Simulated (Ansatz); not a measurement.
## How basis sets differ on InBrCl2 (SMILES [Cl][In]([Cl])[Br])

The species is InBrCl2 (4 atoms), meant as a singlet with charge 0. As SMILES, `[Cl][In]([Cl])[Br]`. The shape is that of a PBE0-D4/def2-TZVP optimisation.

Quantity: the HOMO–LUMO gap, in eV. The values are calculated.

```tsv
level	kind	program	value (eV)
HF/STO-3G	Hartree–Fock	Ansatz	13.30
HF/3-21G	Hartree–Fock	Ansatz	12.08
HF/def2-SVP (core potential)	Hartree–Fock	Ansatz	12.56
HF/def2-SVPD (core potential)	Hartree–Fock	Ansatz	12.04
```

All-electron rows without a relativistic Hamiltonian named are non-relativistic, while core potentials hold scalar relativity, so basis and relativity change together. The values span 12.04 to 13.30 eV. A Hartree–Fock LUMO above zero doesn't converge with the basis: it sinks as sets grow more diffuse. Orbital gaps aren't excitation energies.

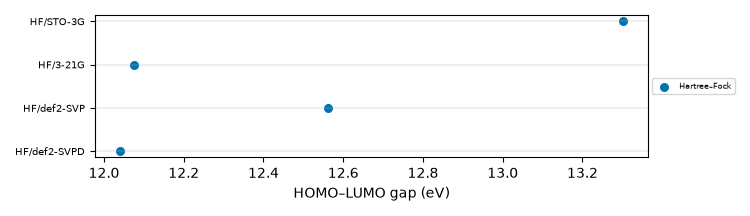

The values of the table, level by level.
